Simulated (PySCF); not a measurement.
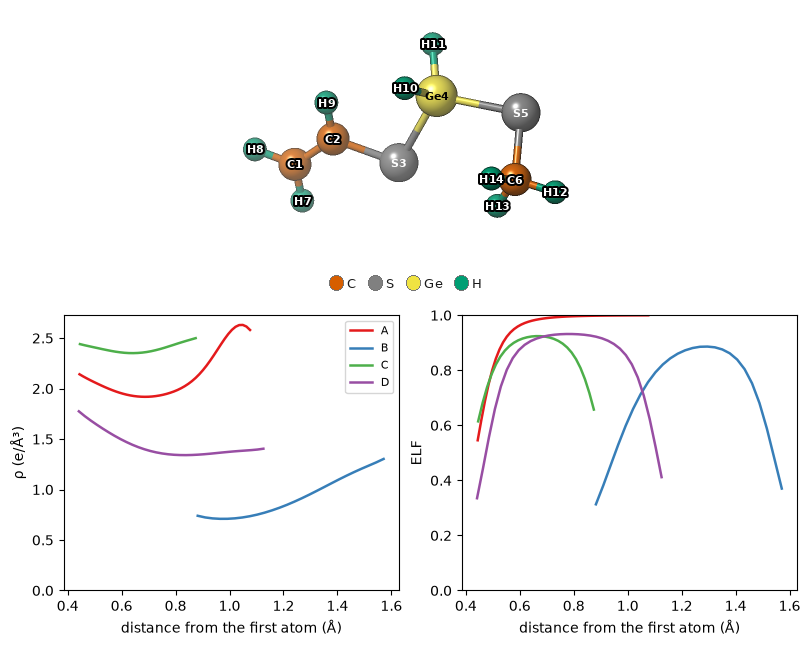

Figure 1: C₃H₈GeS₂ (SMILES C=C[S][GeH2][S]C). Total electron density and electron localisation function along straight lines between neighbouring atoms. The curves leave out the atomic cores. The structure is drawn too.

Geometry: GFN2-xTB.

Method: CAM-B3LYP/def2-SVPD, SCF density, gas phase in PySCF.

```yaml
atoms:
  - { symbol: C, position_ang: [-2.7585, -0.5170, 1.7703] }
  - { symbol: C, position_ang: [-2.0104, 0.0686, 0.8539] }
  - { symbol: S, position_ang: [-0.4548, -0.5953, 0.3474] }
  - { symbol: Ge, position_ang: [0.0441, 0.8774, -1.2609] }
  - { symbol: S, position_ang: [2.0499, 0.4889, -2.0907] }
  - { symbol: C, position_ang: [3.0070, 0.3674, -0.5363] }
  - { symbol: H, position_ang: [-2.4542, -1.4336, 2.2448] }
  - { symbol: H, position_ang: [-3.7008, -0.0935, 2.0714] }
  - { symbol: H, position_ang: [-2.2987, 0.9889, 0.3657] }
  - { symbol: H, position_ang: [-0.0668, 2.2740, -0.6409] }
  - { symbol: H, position_ang: [-0.9691, 0.8302, -2.3913] }
  - { symbol: H, position_ang: [4.0299, 0.1603, -0.8311] }
  - { symbol: H, position_ang: [2.6216, -0.4454, 0.0727] }
  - { symbol: H, position_ang: [2.9602, 1.3087, 0.0029] }
```

Which curve belongs to which contact (C–C, C–H, C–S and Ge–S)? The first atom named is at distance zero.

Curve A: C–H (1.08 Å): ρ is about 2 e/Å³ halfway; the ELF climbs to about 1 towards the hydrogen, as it does in any bond to H: an ordinary covalent bond to hydrogen. Curve B: Ge–S (2.21 Å): ρ is about 0.75 e/Å³ halfway; the ELF peaks at about 0.90 in the valence shell of S, 0.9 Å from its nucleus, and is about 0.80 at the midpoint. Curve C: C–C (1.32 Å): ρ is about 2.4 e/Å³ halfway; the ELF peaks at about 0.90 between the atoms: a multiple bond. Curve D: C–S (1.77 Å): the density is about 1.3 e/Å³ at the midpoint; the ELF peaks at about 0.95 between the atoms: localised, covalent bonding.
